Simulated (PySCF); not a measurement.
# [Eu(H2O)]3+: how settings move a single point

Which settings matter for [Eu(H2O)]3+? Each run alters one on purpose. The structure is generated, not taken from experiment.

Program: PySCF 2.14.0. Level of theory: B3LYP, Eu lcecp-1-SVP with ECP52, O def2-SVP, H def2-SVP; scalar-relativistic core potentials, no spin–orbit coupling. These are calculated values, not measurements.

4 further runs of the same task are left out: 2 for a known fault of the program, 2 that didn't finish.

**1. The system as given**

4 atoms, charge 3, spin multiplicity 1.

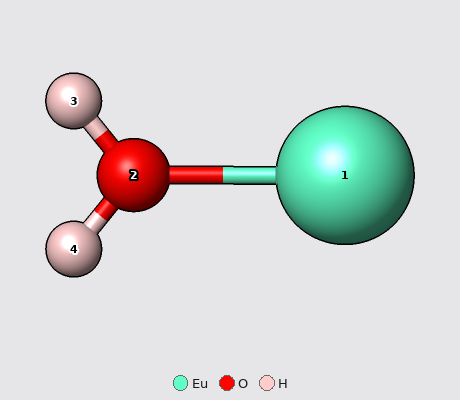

The structure; europium green, oxygen red, hydrogen pink; atoms are numbered from 1 in the order of the file.

Geometry (Å):

```xyz
4

Eu    0.0000    0.0000   -0.0947
O     0.0000    0.0000    2.1307
H     0.7824    0.0000    2.7619
H    -0.7824    0.0000    2.7619
```

Formal oxidation states: Eu +3. Each metal's 6 4f electrons lie in its core potential, so multiplicities, spins and levels count the valence alone. An earlier session relaxed this geometry at B3LYP, Eu lcecp-1-SVP with ECP52, O def2-SVP, H def2-SVP (singlet, point group C2v).

The sound run used a (50, 194) grid (finer on f atoms), a threshold of 1e-8 and at most 55 cycles, and ended at -110.361269 Eh.

**2. Altered run 1**

run.py (the lines that set the calculation) reads:

```python
mol = gto.M(atom='''
Eu     0.00000     0.00000    -0.09471
O      0.00000     0.00000     2.13072
H      0.78236     0.00000     2.76191
H     -0.78236     0.00000     2.76191''',
    basis={'Eu': 'lcecp-1-SVP', 'O': 'def2-SVP', 'H': 'def2-SVP'},
    ecp={'Eu': 'lcecp-1-SVP'},
    charge=3, spin=0)
mf = dft.RKS(mol, xc='B3LYP')
mf.grids.atom_grid = (50, 194)  # f atoms: unpruned, at least (60, 302)
mf = mf.density_fit()  # fitting sets: Eu AutoAux, O def2-universal-JKFIT, H def2-universal-JKFIT
mf.conv_tol = 1e-06; mf.max_cycle = 55
mf.kernel(dm0)  # dm0: free metal ions and neutral atoms
```

Command:

```sh
OMP_NUM_THREADS=2 python run.py
```

Log:

```text
init E= -100.415483207892
  HOMO = -1.66078527523042  LUMO = -1.05439831486582  gap/eV = 16.50063
cycle= 1 E= -107.86506359166  delta_E= -7.45  |g|= 3.39  |ddm|= 2.89
  HOMO = -0.79317083061149  LUMO = -0.788168470382811  gap/eV = 0.13612
cycle= 2 E= -96.8522621216963  delta_E=   11  |g|= 3.96  |ddm|= 5.14
  HOMO = -1.30315354323238  LUMO = -1.00633308301308  gap/eV = 8.07690
cycle= 3 E= -109.596948165753  delta_E= -12.7  |g|= 1.78  |ddm|= 4.81
  HOMO = -1.31619857943082  LUMO = -0.72777051043694  gap/eV = 16.01194
cycle= 4 E= -110.08297783482  delta_E= -0.486  |g|= 1.17  |ddm|= 1.28
  HOMO = -1.01885101844642  LUMO = -0.780830079572256  gap/eV = 6.47688
cycle= 5 E= -110.355864617164  delta_E= -0.273  |g|= 0.146  |ddm|= 0.824
  HOMO = -1.01111184943825  LUMO = -0.765279813020529  gap/eV = 6.68943
cycle= 6 E= -110.360775548412  delta_E= -0.00491  |g|= 0.0456  |ddm|= 0.182
  HOMO = -1.01302408236633  LUMO = -0.769646562121401  gap/eV = 6.62264
cycle= 7 E= -110.36126332574  delta_E= -0.000488  |g|= 0.00456  |ddm|= 0.0448
  HOMO = -1.01379476846787  LUMO = -0.768934605658705  gap/eV = 6.66298
cycle= 8 E= -110.361268472565  delta_E= -5.15e-06  |g|= 0.000331  |ddm|= 0.00446
  HOMO = -1.0137697477685  LUMO = -0.768851535416596  gap/eV = 6.66456
cycle= 9 E= -110.361268502784  delta_E= -3.02e-08  |g|= 0.000134  |ddm|= 0.000512
  HOMO = -1.01383699128874  LUMO = -0.768842330741758  gap/eV = 6.66664
Extra cycle  E= -110.361268496628  delta_E= 6.16e-09  |g|= 0.000229  |ddm|= 0.00025
converged SCF energy = -110.361268496628
```

Wall time 1.2 s (2 threads of Arm Neoverse V1, shared host).

Changed: the SCF threshold (1e-06). It converges in 9 cycles, at the sound run's energy within 0.001 eV, with a largest force component of 0.00 eV/Å. The result survives the change.

**3. Altered run 2**

Edit run.py (the lines that set the calculation) of step 2 so:

```diff
@@ -9,5 +9,5 @@
 mf = dft.RKS(mol, xc='B3LYP')
-mf.grids.atom_grid = (50, 194)  # f atoms: unpruned, at least (60, 302)
+mf.grids.atom_grid = (40, 110)  # f atoms: unpruned
 mf = mf.density_fit()  # fitting sets: Eu AutoAux, O def2-universal-JKFIT, H def2-universal-JKFIT
-mf.conv_tol = 1e-06; mf.max_cycle = 55
+mf.conv_tol = 1e-08; mf.max_cycle = 55
 mf.kernel(dm0)  # dm0: free metal ions and neutral atoms
```

Command:

```sh
OMP_NUM_THREADS=2 python run.py
```

Log:

```text
init E= -100.415565172561
  HOMO = -1.66078214407463  LUMO = -1.05440090678686  gap/eV = 16.50047
cycle= 1 E= -107.864902793581  delta_E= -7.45  |g|= 3.39  |ddm|= 2.89
  HOMO = -0.793147397303713  LUMO = -0.788149343999548  gap/eV = 0.13600
cycle= 2 E= -96.8520404412224  delta_E=   11  |g|= 3.96  |ddm|= 5.14
  HOMO = -1.30317396464823  LUMO = -1.00627614169414  gap/eV = 8.07900
cycle= 3 E= -109.597211894106  delta_E= -12.7  |g|= 1.78  |ddm|= 4.81
  HOMO = -1.31611094268048  LUMO = -0.727773504310589  gap/eV = 16.00948
cycle= 4 E= -110.083142439135  delta_E= -0.486  |g|= 1.17  |ddm|= 1.28
  HOMO = -1.01875935935323  LUMO = -0.780846107892181  gap/eV = 6.47395
cycle= 5 E= -110.35596084029  delta_E= -0.273  |g|= 0.146  |ddm|= 0.824
  HOMO = -1.01099249062494  LUMO = -0.765292931311504  gap/eV = 6.68583
cycle= 6 E= -110.360876151926  delta_E= -0.00492  |g|= 0.0456  |ddm|= 0.182
  HOMO = -1.01292453076984  LUMO = -0.769653184904253  gap/eV = 6.61975
cycle= 7 E= -110.361363551388  delta_E= -0.000487  |g|= 0.00462  |ddm|= 0.0449
  HOMO = -1.01370745955991  LUMO = -0.768936668943104  gap/eV = 6.66055
cycle= 8 E= -110.361368820248  delta_E= -5.27e-06  |g|= 0.000332  |ddm|= 0.0045
  HOMO = -1.01368334983135  LUMO = -0.76885356376458  gap/eV = 6.66216
cycle= 9 E= -110.361368850466  delta_E= -3.02e-08  |g|= 0.000134  |ddm|= 0.00051
  HOMO = -1.01370870200281  LUMO = -0.768850952651364  gap/eV = 6.66292
cycle= 10 E= -110.361368854627  delta_E= -4.16e-09  |g|= 1.36e-05  |ddm|= 0.000108
  HOMO = -1.01371457273624  LUMO = -0.768848681243237  gap/eV = 6.66314
Extra cycle  E= -110.361368854558  delta_E= 6.91e-11  |g|= 2.38e-05  |ddm|= 2.66e-05
converged SCF energy = -110.361368854558
```

Wall time 0.9 s (2 threads of Arm Neoverse V1, shared host).

Changed: the integration grid, to (40, 110). It converges in 10 cycles, -0.003 eV from the sound run, with a largest force component of 0.02 eV/Å. The result survives the change.

**4. Altered run 3**

Edit run.py (the lines that set the calculation) of step 3 so:

```diff
@@ -9,5 +9,5 @@
 mf = dft.RKS(mol, xc='B3LYP')
-mf.grids.atom_grid = (40, 110)  # f atoms: unpruned
+mf.grids.atom_grid = (50, 194)  # f atoms: unpruned, at least (60, 302)
 mf = mf.density_fit()  # fitting sets: Eu AutoAux, O def2-universal-JKFIT, H def2-universal-JKFIT
 mf.conv_tol = 1e-08; mf.max_cycle = 55
-mf.kernel(dm0)  # dm0: free metal ions and neutral atoms
+mf.kernel(dm0)  # dm0: smeared density
```

Command:

```sh
OMP_NUM_THREADS=2 python run.py
```

Log:

```text
init E= -110.346936331928
  HOMO = -1.02080512743342  LUMO = -0.765133078385056  gap/eV = 6.95719
cycle= 1 E= -110.360820244918  delta_E= -0.0139  |g|= 0.041  |ddm|= 0.044
  HOMO = -1.00017638423033  LUMO = -0.771910558070022  gap/eV = 6.21143
cycle= 2 E= -110.359995114076  delta_E= 0.000825  |g|= 0.0798  |ddm|= 0.0959
  HOMO = -1.01278357165608  LUMO = -0.769867416231709  gap/eV = 6.61009
cycle= 3 E= -110.361263923668  delta_E= -0.00127  |g|= 0.0038  |ddm|= 0.05
  HOMO = -1.0136735066056  LUMO = -0.768876860052829  gap/eV = 6.66126
cycle= 4 E= -110.361268461577  delta_E= -4.54e-06  |g|= 0.000492  |ddm|= 0.00512
  HOMO = -1.0137866714372  LUMO = -0.768847617208009  gap/eV = 6.66513
cycle= 5 E= -110.361268506679  delta_E= -4.51e-08  |g|= 3.78e-05  |ddm|= 0.000307
  HOMO = -1.01379663299112  LUMO = -0.76884857505243  gap/eV = 6.66538
cycle= 6 E= -110.361268506977  delta_E= -2.98e-10  |g|= 4.79e-06  |ddm|= 3.04e-05
  HOMO = -1.01379780693661  LUMO = -0.768847088289811  gap/eV = 6.66545
Extra cycle  E= -110.361268506976  delta_E= 1.22e-12  |g|= 6.03e-06  |ddm|= 9.57e-06
converged SCF energy = -110.361268506976
```

Run time: 1.1 s. Hardware: 2 threads of Arm Neoverse V1, shared host.

Changed: the starting guess (smeared density). It converges in 6 cycles, at the sound run's energy within 0.001 eV, with a largest force component of 0.00 eV/Å. The result survives the change.

**5. Side by side**

| run | changed | ending | energy change (eV) | cycles | time | usable |
| --- | --- | --- | --- | --- | --- | --- |
| 1 | the SCF threshold | converged | 0.000 | 9 | 1.2 s | yes |
| 2 | the integration grid | converged | -0.003 | 10 | 0.9 s | yes |
| 3 | the starting guess | converged | 0.000 | 6 | 1.1 s | yes |

3 of 3 altered runs give a usable result. 
